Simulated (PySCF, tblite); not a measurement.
**C5H5FN2Si: geometry, infrared bands and NMR shifts**

Wanted: the infrared bands and NMR shifts of C5H5FN2Si (`[H]/N=C\[C@@]1(F)[SiH2]C=C1C#N`), by calculation.

Programs: tblite 0.8.0 and PySCF 2.14.0, with density-fitted response routines of our own. Each step states its level of theory. These are calculated values for one molecule in the gas phase, unless marked as measured. Atoms count from 0, in the outputs and in this text.

## 1. Starting geometry

14 atoms, charge 0, multiplicity 1; geometry from: force field or distance geometry start.

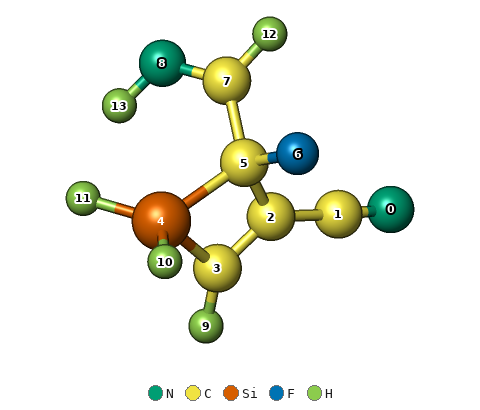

As it starts; nitrogen teal, carbon yellow, silicon orange, fluorine blue, hydrogen green, atoms numbered; sticks join atoms by distance.

## 2. Geometry optimisation with GFN2-xTB

The job: settings as JSON, then the geometry in Å.

```
{"job": {"kind": "relax", "xc": "GFN2-xTB", "basis": "xTB"}, "charge": 0, "multiplicity": 1}
N      0.607200     1.788700    -3.024200
C      0.175800     1.262300    -2.102900
C     -0.322500     0.558700    -0.909900
C     -1.325300     0.780900    -0.139000
Si    -1.153000    -0.605800     1.034300
C      0.133400    -0.628500    -0.234700
F      0.026700    -1.799200    -1.021900
C      1.569300    -0.574900     0.248600
N      1.891500    -0.022800     1.336000
H     -2.101500     1.587100    -0.144400
H     -2.228000    -1.597200     0.963000
H     -0.808700    -0.143600     2.376700
H      2.367500    -1.032100    -0.335700
H      1.166900     0.425800     1.931900
```

Command:

```sh
$ OMP_NUM_THREADS=1 python probes_run.py task.json out
```

The driver reads the jobs from task.json and runs them one after another.

**Question.** This job is followed by: GFN2-xTB harmonic vibrations, gas phase; GIAO PBE0/pcSseg-1 NMR shielding, non-relativistic, gas phase. Predict these results of the whole session: strongest single infrared mode (GFN2-xTB); zero-point energy (GFN2-xTB); 13C shifts against TMS (PBE0/pcSseg-1); 1H shifts against TMS (PBE0/pcSseg-1); 15N shifts against NH3 (PBE0/pcSseg-1); 29Si shifts against TMS (PBE0/pcSseg-1); 19F shifts against CFCl3 (PBE0/pcSseg-1); surface potential, least and greatest.

The runs gave:

| quantity | value |
| --- | --- |
| strongest single infrared mode (GFN2-xTB) | 2332 cm⁻¹, 260 km/mol |
| zero-point energy (GFN2-xTB) | 53.4 kcal/mol |
| 13C shifts against TMS (PBE0/pcSseg-1) | 177.2, 166.3, 143.3, 118.1, 104.3 ppm |
| 1H shifts against TMS (PBE0/pcSseg-1) | 10.63, 8.59, 7.57, 4.98, 4.71 ppm |
| 15N shifts against NH3 (PBE0/pcSseg-1) | 346.4, 333.1 ppm |
| 29Si shifts against TMS (PBE0/pcSseg-1) | -20.4 ppm |
| 19F shifts against CFCl3 (PBE0/pcSseg-1) | -197.1 ppm |
| surface potential, least and greatest | -1.68 V and 2.11 V |

**Reading.** Relaxing lowered the energy by 1.175 eV in 87 steps; the close pair that moved most is Si4–C5, from 1.807 to 1.980 Å. No mode is imaginary among the 36: a minimum at this level. The strongest single mode, at 2332 cm⁻¹, moves mainly H11. Unscaled tight-binding wavenumbers are off by several per cent, some by more. Its intensities can rank the bands wrongly. At PBE0/pcSseg-1: Shielding is most anisotropic at N8 (span 669 ppm, paramagnetic term -404 ppm). At PBE0/pcSseg-1, counted by nearest atom on the grid, the HOMO lies on N8 54 %; C5 12 %, the LUMO on C3 31 %; C2 24 %.
